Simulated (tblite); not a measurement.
C$_{3}$H$_{10}$NSi$_{2}$: frequency calculation

C$_{3}$H$_{10}$NSi$_{2}$, multiplicity 2, computed with GFN2-xTB harmonic vibrations, gas phase (tblite 0.8.0).

It belongs to a series of runs on one base structure; here: H removed from N.

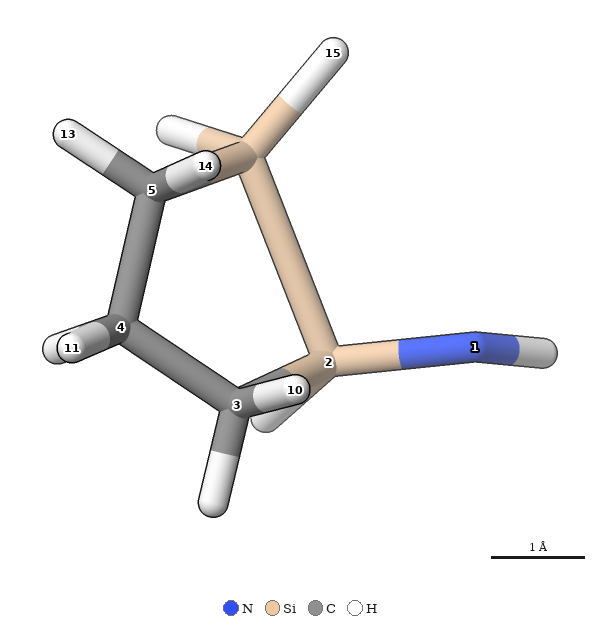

Fig. 1: The structure (stick view, seen at a tilt; atoms are numbered from 1 in the order of the input).

## Results in brief

| quantity | value |
| --- | --- |
| outcome | converged |
| total energy | −485.5071 eV |
| zero-point energy | 75.7940 kcal/mol |
| hardware | 1 CPU thread, shared host |
| wall time | 0.58 s |
| peak memory | 0.18 GiB |

## Input
```
{"job": {"kind": "ir", "xc": "GFN2-xTB", "basis": "xTB"}, "charge": 0, "multiplicity": 2}
N      2.529347     0.452008     0.904656
Si     1.490374     0.311422    -0.351221
C      0.479538    -1.308351    -0.238478
C     -0.993222    -1.048441    -0.504447
C     -1.529121     0.031905     0.434313
Si    -0.446314     1.591494     0.308183
H      3.348491     1.037267     0.887432
H      1.658517     0.640472    -1.781920
H      0.869774    -2.042400    -0.942473
H      0.609138    -1.720893     0.760470
H     -1.570199    -1.970159    -0.371199
H     -1.132888    -0.729606    -1.542542
H     -2.573803     0.250506     0.205760
H     -1.501226    -0.340308     1.460750
H     -0.384965     2.369249     1.539970
H     -0.861040     2.484779    -0.780665
```

The first line tells a small driver script what to run in tblite; the rest is the geometry in Å.

Launched with:
```bash
OMP_NUM_THREADS=1 python <driver script> task.json out
```

## The program's output
```
mode    cm-1     km/mol
  1      68.4      1.80
  2     135.9     21.28
  3     201.1      7.80
  4     245.9     16.05
  5     261.5     12.25
  6     314.5      3.58
  7     326.9     10.10
  8     367.5     69.69
  9     429.6      4.52
 10     493.6     33.76
 11     571.6    258.18
 12     590.1     48.09
 13     652.3     91.30
 14     670.2     13.69
 15     701.0     32.95
 16     760.8     74.36
 17     777.8    231.53
 18     804.1    104.49
 19     819.2     98.49
 20     955.6     19.33
 21     959.5      8.48
 22    1042.8      9.74
 23    1108.1      1.51
 24    1131.7     22.53
 25    1172.2     56.28
 26    1214.9      2.20
 27    1258.3      4.83
 28    1282.2      6.02
 29    1336.9      2.02
 30    1467.1      0.44
 31    1486.5      0.62
 32    1511.1      1.02
 33    2113.5    311.22
 34    2206.9    361.80
 35    2299.2    283.21
 36    2923.1     57.32
 37    2948.2     25.95
 38    2962.6     58.58
 39    2975.6     18.95
 40    2993.2     64.48
 41    3011.8     30.43
 42    3465.8      3.90
```

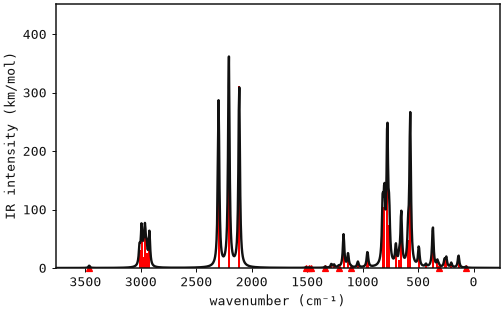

Fig. 2: Harmonic infrared spectrum, unscaled: sticks (degenerate modes added up, dark ones marked on the axis) with a Lorentzian envelope of 16 cm⁻¹ full width, scaled to the tallest stick. 42 modes from 68 to 3466 cm⁻¹, none imaginary. The strongest line is at 2207 cm⁻¹ (362 km/mol).
